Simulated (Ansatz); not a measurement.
A series of calculations on SnH6SO2

Part 1: Relaxation

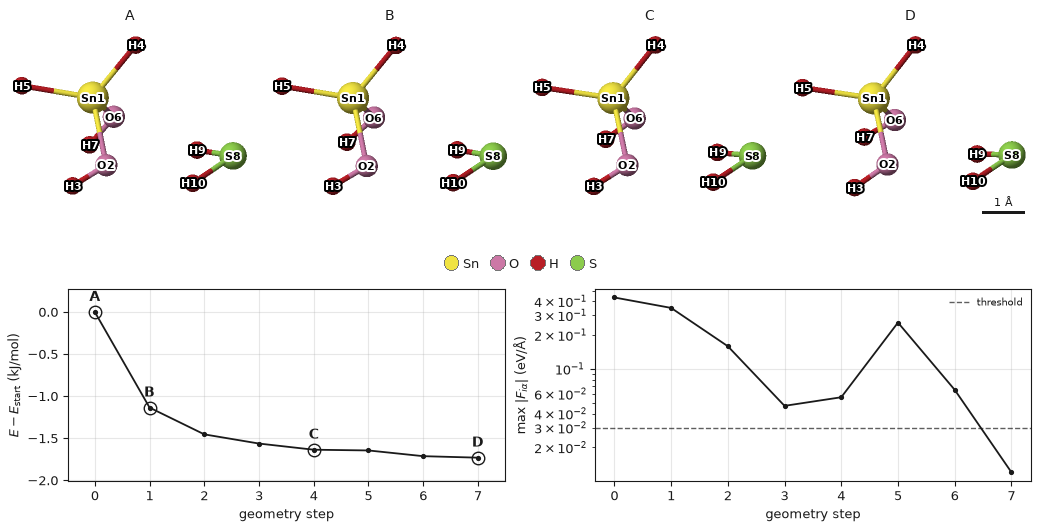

Frames of a relaxation of SnH6SO2, marked on the history of the run. The picture is a ball-and-stick view, seen from a free direction.

The run prepares an end point of a later path (reaction) calculation, from a guessed geometry.

Theory: RKS PBE0/def2-SVP (Ansatz). Set-up: no spin polarisation; force threshold 0.03 eV/Å; at most 50 steps.

Describe the path.

The energy falls by 1.73 kJ/mol in 7 geometry steps. Largest force component: 0.43 eV/Å at the start, 0.012 eV/Å at the end. The atom that moves furthest after the best rigid fit is H7 (0.24 Å). Largest moves by element: H 0.24 Å, O 0.08 Å, S 0.05 Å, Sn 0.03 Å. Some distances before and after: Sn1–S8 3.640 → 3.575 Å, S8–H10 1.380 → 1.355 Å, Sn1–O2 1.974 → 1.995 Å. Groups turn about Sn1–O6 by about 20°. The run took 27 s on 2 threads of Arm Neoverse V1, on a shared host, peak memory 0.23 GiB. From step 0 to 1: H7 moves most (0.10 Å), energy −1.13 kJ/mol. From step 1 to 4: H7 moves most (0.08 Å), energy −0.50 kJ/mol. From step 4 to 7: H7 moves most (0.07 Å), energy −0.09 kJ/mol.

```csv
step,"E − E(0), kJ/mol","largest force component, eV/Å"
0,0.00,0.4333
1,-1.13,0.3499
2,-1.45,0.1594
3,-1.56,0.0469
4,-1.64,0.0560
5,-1.64,0.2590
6,-1.71,0.0653
7,-1.73,0.0120
```

Limits of the set-up: the start holds two separate molecules, 2.2 Å apart at their closest, whose relative position is a soft coordinate and is computed without a dispersion correction.

Part 2: Relaxation

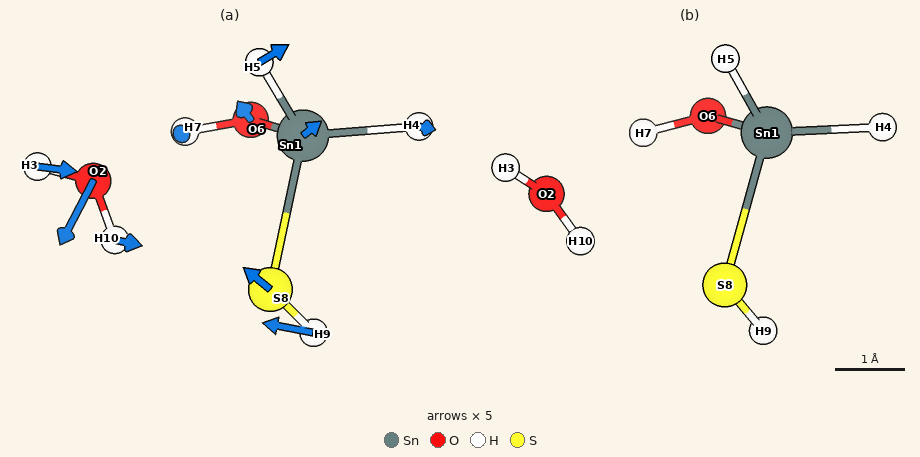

The structure of SnH₆SO₂ before (left) and after (right) a relaxation, at one scale. The blue arrows give the displacements, 5 times their true length.

Style: ball-and-stick. Shown at a tilt.

The run prepares an end point of a later path (reaction) calculation, from a guessed geometry.

Theory: RKS PBE0/def2-SVP in Ansatz 0.2.0. (no spin polarisation; force threshold 0.03 eV/Å; at most 50 steps)

What changed between the two?

Over 7 accepted moves (9 points after the start) the energy falls by 2.70 kJ/mol. The largest force component goes from 0.52 to 0.025 eV/Å. The line search rejected the trial steps at points 1, 5 of the run. O2 moves most after the best rigid fit: 0.26 Å. By element the largest moves are O 0.26 Å, H 0.15 Å, S 0.11 Å, Sn 0.07 Å. Near-neighbour distances that change, for instance: Sn1–O2 3.162 → 3.398 Å, Sn1–S8 2.443 → 2.454 Å, O2–H10 0.984 → 0.973 Å. Bond angles that change, for instance: O6–Sn1–S8 111.0° → 108.7°, H4–Sn1–S8 108.3° → 110.4°.

Part 3: Path

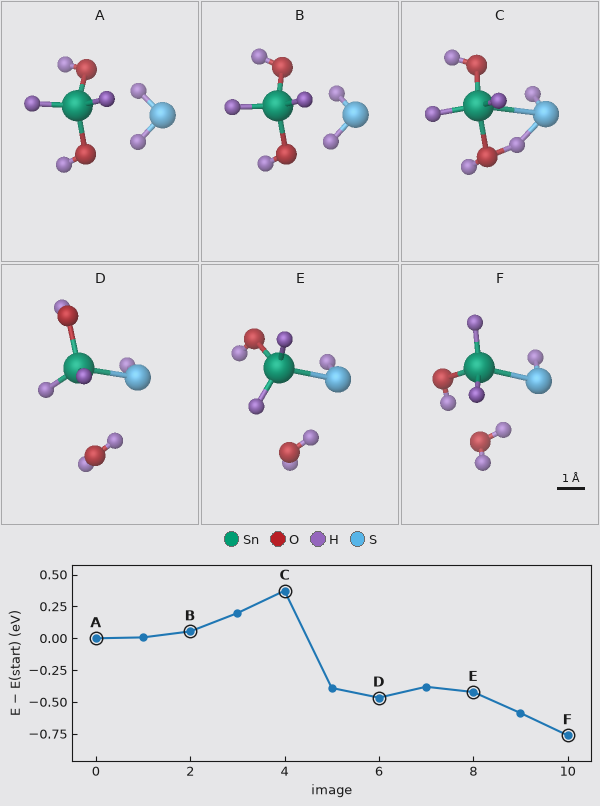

NEB run on SnH6SO2. Images are numbered from 0 (start) to 10 (end). Frames A to F are images 0, 2, 4, 6, 8, 10. A ball-and-stick model, seen at a tilt.

The calculation used RKS PBE0/def2-SVP in Ansatz. Run with 9 movable images; climbing image; force threshold 0.03 eV/Å; iteration limit 57; starting path through a guess of the saddle point.

**What happens along the path, and what is the barrier?**

The highest point, image 4, lies 0.37 eV above the start and 1.13 eV above the end; the end is at −0.76 eV relative to the start. The profile has 2 maxima (images 4, 7) with a dip at image 6 (−0.47 eV), so the process runs in steps. The path has more than one stage, and so few images may leave a stage unresolved. Breaking: H–S (1.36 → 2.46 Å), O–Sn (2.00 → 3.40 Å). Forming: H–O (2.19 → 0.97 Å), S–Sn (3.57 → 2.45 Å). The band converged in 51 iterations. The largest component of the band force went from 32 to 0.024 eV/Å. The climbing image converged on the top of the path. Its vibrational analysis gives one imaginary mode (878i cm⁻¹), as a transition state must have.

Cost: 24 min on 2 threads of Arm Neoverse V1 (shared host), peak memory 0.27 GiB.
